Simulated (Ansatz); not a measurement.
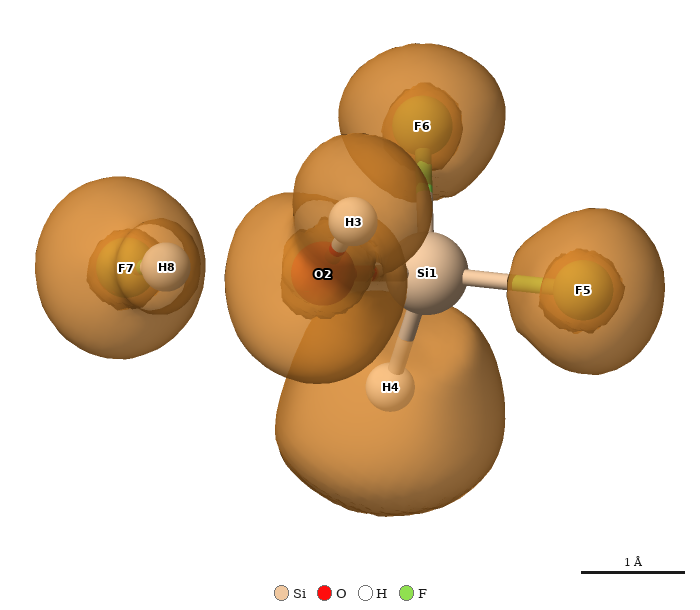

The picture shows: F2H2OSi···HF. Isosurface of the electron localisation function at 0.75 (orange), seen from one side. Only the valence region is drawn (cores and ρ < 0.01 e/Å³ removed).

Theory: Ansatz, RKS BLYP-D4/def2-SVP.

```yaml
atoms:
  - { symbol: Si, position_ang: [-0.1345, 0.1146, -0.0178] }
  - { symbol: O, position_ang: [-0.0811, -0.0748, 1.6514] }
  - { symbol: H, position_ang: [-0.9056, 0.0912, 2.1474] }
  - { symbol: H, position_ang: [1.2302, 0.2449, -0.5463] }
  - { symbol: F, position_ang: [-1.0039, 1.4572, -0.3218] }
  - { symbol: F, position_ang: [-0.9558, -1.1027, -0.7053] }
  - { symbol: F, position_ang: [1.4938, -2.0483, 1.1677] }
  - { symbol: H, position_ang: [0.9753, -1.4676, 1.7149] }
```

Question: Describe the localisation domains.

Answer: At this value the surface marks out one region around a hydrogen nucleus, two regions wrapped around F (its lone pairs, merged into a ring or cap), one joined region spread over several atoms (F, H), in which their bonds and any lone pairs are merged and one joined region spread over several atoms (H, O), in which their bonds and any lone pairs are merged. Along the contacts the grid gives the following. O2···H8 (1.75 Å): the ELF dips to about 0.15 between them (by its geometry a hydrogen bond between the two molecules, with no shared pair). Si–F (1.62 Å): the ELF peaks at about 0.85 in the valence shell of F, 0.6 Å from its nucleus, and is about 0.45 at the midpoint.
